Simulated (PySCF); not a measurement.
C4H10ClPSi2

```json
{"atom": "C", "x (Å)": "-0.7210", "y (Å)": "2.0570", "z (Å)": "0.4625"}
{"atom": "C", "x (Å)": "-0.5926", "y (Å)": "0.9550", "z (Å)": "-0.2619"}
{"atom": "C", "x (Å)": "-1.7422", "y (Å)": "0.0912", "z (Å)": "-0.6358"}
{"atom": "Cl", "x (Å)": "-1.9300", "y (Å)": "0.1838", "z (Å)": "-2.4247"}
{"atom": "Si", "x (Å)": "-1.2715", "y (Å)": "-1.7349", "z (Å)": "-0.2840"}
{"atom": "C", "x (Å)": "0.5719", "y (Å)": "-1.6653", "z (Å)": "-0.7469"}
{"atom": "Si", "x (Å)": "1.0396", "y (Å)": "0.1893", "z (Å)": "-0.8393"}
{"atom": "P", "x (Å)": "2.6197", "y (Å)": "0.6879", "z (Å)": "0.6757"}
{"atom": "H", "x (Å)": "0.1402", "y (Å)": "2.6406", "z (Å)": "0.7477"}
{"atom": "H", "x (Å)": "-1.6778", "y (Å)": "2.4204", "z (Å)": "0.8078"}
{"atom": "H", "x (Å)": "-2.6851", "y (Å)": "0.4409", "z (Å)": "-0.2170"}
{"atom": "H", "x (Å)": "-1.4732", "y (Å)": "-2.0013", "z (Å)": "1.1433"}
{"atom": "H", "x (Å)": "-2.0716", "y (Å)": "-2.6127", "z (Å)": "-1.1333"}
{"atom": "H", "x (Å)": "1.1802", "y (Å)": "-2.1967", "z (Å)": "-0.0183"}
{"atom": "H", "x (Å)": "0.7468", "y (Å)": "-2.1498", "z (Å)": "-1.7039"}
{"atom": "H", "x (Å)": "1.3610", "y (Å)": "0.5882", "z (Å)": "-2.2203"}
{"atom": "H", "x (Å)": "2.8447", "y (Å)": "1.9584", "z (Å)": "0.1798"}
{"atom": "H", "x (Å)": "3.6523", "y (Å)": "0.1541", "z (Å)": "-0.0725"}
```

Geometry: GFN2-xTB.

Computed with PBE0/pcSseg-1, SCF density, gas phase, non-relativistic in PySCF.

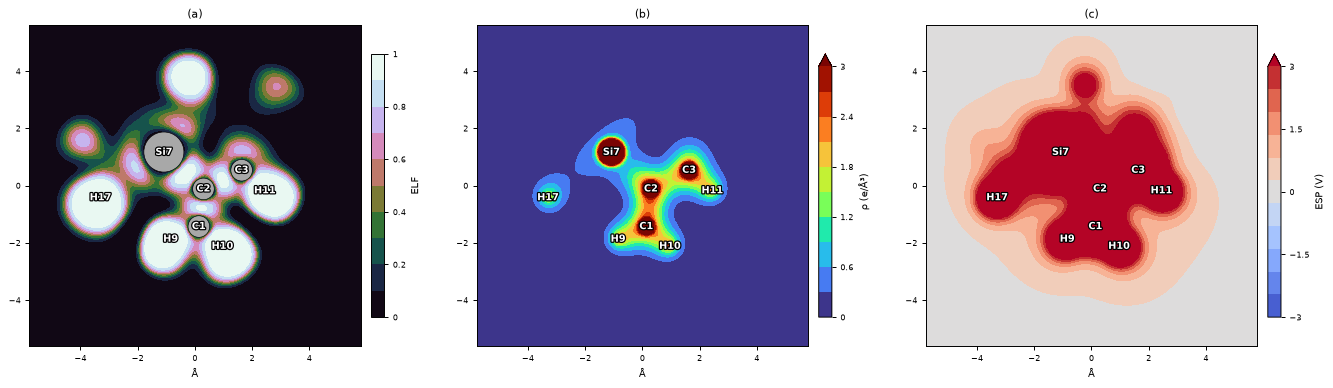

Figure 1. (a) ELF; (b) total electron density; (c) molecular electrostatic potential on the plane of atoms H9, C1 and H10. Grey discs cover the atomic cores in the ELF map.

### Read the bonding off the picture.

- Atoms in the plane: C, Si and H.
- C–C (1.33 Å): ρ is about 2.3 e/Å³ halfway; the ELF peaks at about 0.90 between the atoms (a multiple bond).
- C–Si (1.89 Å): the density is about 0.93 e/Å³ at the midpoint; the ELF peaks at about 0.95 between the atoms; localised, covalent bonding.
- C–H (1.08 Å): ρ is about 2 e/Å³ halfway; the ELF climbs to about 1 towards the hydrogen, as it does in any bond to H: a covalent bond by its length.
- C–C (1.49 Å): the density is about 1.8 e/Å³ at the midpoint; the ELF peaks at about 0.95 between the atoms; localised, covalent bonding.
- The potential has no marked negative region in this plane.

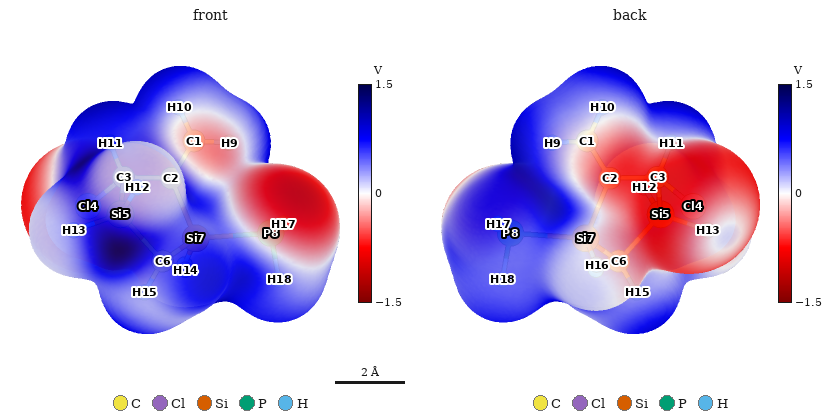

Figure 2. The molecular electrostatic potential painted on the density surface at 0.002 e/bohr³, seen from the front and from behind; the colour scale runs from red (negative) to blue (positive).

### Describe the electrostatic potential map.

The most negative region (about −0.9 V) lies over P8, the most positive (about +1.2 V) over Si5.
